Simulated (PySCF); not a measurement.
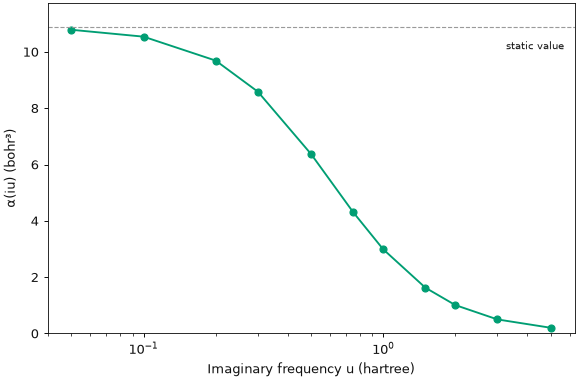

Dipole polarisability at imaginary frequency of S⁺ ([Ne] 3s² 3p³). Coupled response at the HF level; PySCF, dyall-av3z, non-relativistic, unrestricted single determinants, no spin-orbit coupling. The static dipole polarisability is 10.9 bohr³; α(iu) falls to half of it near u = 0.60 hartree. The Casimir–Polder integral gives C₆ = 53.4 hartree bohr⁶ for two such species.

## Atomic calculation for S⁺

System: S⁺, configuration 1s2 2s2 2p6 3s2 3p3, multiplicity 4.
Method: unrestricted HF, dyall-av3z, non-relativistic, point nucleus (PySCF).

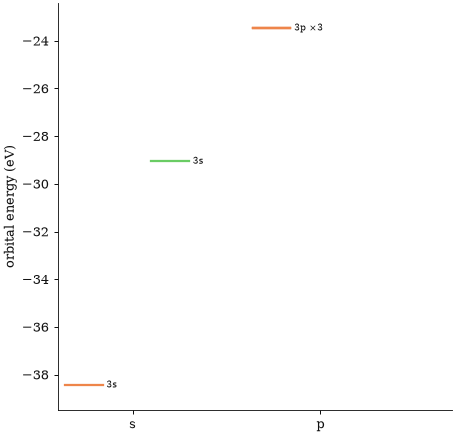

Orbital energies of the mean field, from the top down to −38.4 eV, by angular momentum, α spin at the left of each column and β at the right; ×n counts the orbitals under one label. The highest filled orbital is 3p α at −23.5 eV, the lowest empty one p β at −8.35 eV.

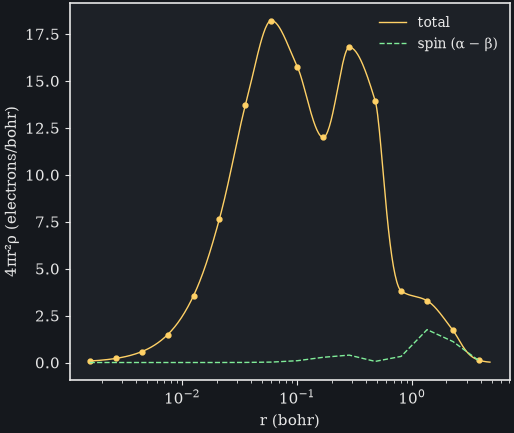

Spherically averaged radial density 4πr²ρ of the mean field and its spin part; markers are the stored points, which are sparse, and the line is a monotone interpolation between them. The largest stored value is 18.2 electrons/bohr at r = 0.060 bohr. Root-mean-square radii of the shells: 1s 0.113, 2p 0.492, 2s 0.518, 3s 1.79, 3p 2.03 bohr.

These pictures come from the run below.

**Input file**
```python
from pyscf import gto, scf, dft, mp, cc
import basis_set_exchange as bse
mol = gto.M(atom="S 0 0 0", charge=1, spin=3, symmetry="D2h",
            basis=gto.basis.parse(bse.get_basis("dyall-av3z", elements=["S"], fmt="nwchem")))
mf = scf.UHF(mol)
mf.irrep_nelec = {'Ag': (3, 3), 'B1u': (2, 1), 'B2u': (2, 1), 'B3u': (2, 1)}
mf.kernel()
```

The script is an equivalent of what the driver set up; the driver started from orbitals of its own, so the log can be shorter than this script's would be, and it computed the properties (radii, ⟨L²⟩, response) afterwards. It held the occupations shell by shell, which the script's counts by irreducible representation don't always enforce.

**Log (extracts)**
```
damping factor = 0
level_shift factor = 0
DIIS = <class 'pyscf.scf.diis.CDIIS'>
diis_start_cycle = 1
diis_space = 10
diis_damp = 0
SCF conv_tol = 1e-09
SCF conv_tol_grad = None
number electrons alpha = 9  beta = 6
cycle= 1 E= -397.173520569527  delta_E= -5.82e-10  |g|= 9.36e-06  |ddm|= 4.34e-05
converged SCF energy = -397.173520569527  <S^2> = 3.75091  2S+1 = 4.000455
```

**Summary**

```
                                             quantity                      value
                                              outcome                  converged
                                         total energy        −397.173521 hartree
                                       kinetic energy         397.173218 hartree
−E/T (1 by the virial theorem at the basis-set limit)                     1.0000
                                                 ⟨S²⟩                      3.751
                                static polarisability                 10.9 bohr³
                                  C₆ of the like pair         53.4 hartree bohr⁶
                                       SCF iterations                          1
                                             hardware  1 CPU thread, shared host
                                             CPU time    6.5 s (integrals apart)
```
